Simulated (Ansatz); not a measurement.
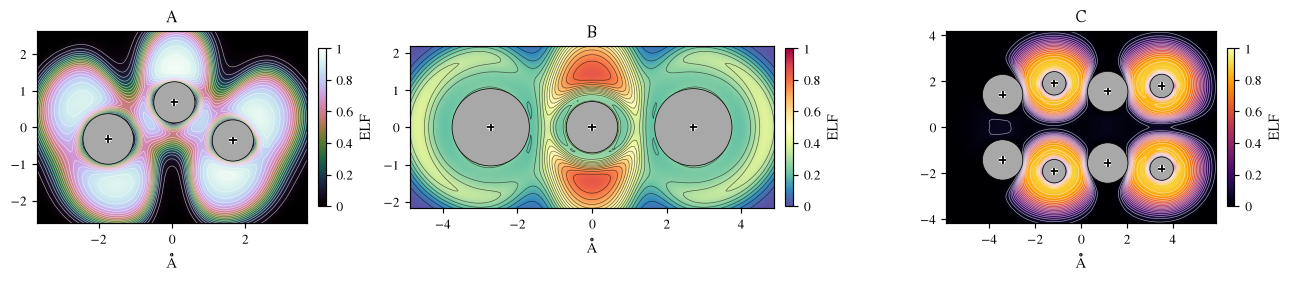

The ELF of 3 systems, each on a plane through atoms (crosses mark nuclei in the plane; grey discs cover the cores).

The calculation used Ansatz, RKS PBE0-D4/def2-TZVP.

System 1: Cd2Te, a plane that holds the molecular axis. Geometry: PBE0-D4/def2-TZVP; core potentials replace the inner electrons of Cd and Te.

```xyz
3

Cd   -2.5684   -0.0123    0.8913
Cd    2.5686    0.0107   -0.8905
Te   -0.0002    0.0017   -0.0008
```

System 2: S2Se, the molecular plane. Geometry: PBE0-D4/def2-TZVP.

```xyz
3

S     0.0766    1.6829    0.2625
S     0.4547   -0.0185   -0.5095
Se   -0.5313   -1.6644    0.2470
```

System 3: Cl8Li8 (2x2x4 LiCl rock-salt block), the plane of atoms Li13, Cl14 and Li15. Geometry: PBE0-D4/def2-SVP.

```xyz
16

Li   -1.0101   -1.0041   -3.3771
Cl   -1.3570   -1.3509   -1.1268
Li   -1.1025   -1.0995    1.2016
Cl   -1.2726   -1.2711    3.5510
Cl   -1.2742    1.2754   -3.5489
Li   -1.1008    1.1036   -1.1997
Cl   -1.3500    1.3559    1.1293
Li   -1.0007    1.0075    3.3790
Cl    1.2683   -1.2762   -3.5505
Li    1.0984   -1.1035   -1.2013
Cl    1.3519   -1.3557    1.1270
Li    1.0068   -1.0071    3.3772
Li    1.0045    1.0034   -3.3790
Cl    1.3546    1.3510   -1.1294
Li    1.1044    1.0998    1.1994
Cl    1.2790    1.2715    3.5484
```

Q: Match each panel to its system.

A: Panel A is system 2, S2Se: the plane holds S and Se. S–S (1.91 Å): the ELF peaks at about 0.85 between the atoms (localised, covalent bonding). Panel B is system 1, Cd2Te: the plane holds Cd and Te. Cd–Te (2.72 Å): the ELF is about 0.30 at the midpoint. Panel C is system 3, Cl8Li8: the plane holds Li and Cl. Li–Cl (2.30 Å): the ELF peaks at about 0.90 in the valence shell of Cl, 0.9 Å from its nucleus, and falls to about 0 next to Li (an ionic contact with no shared pair).
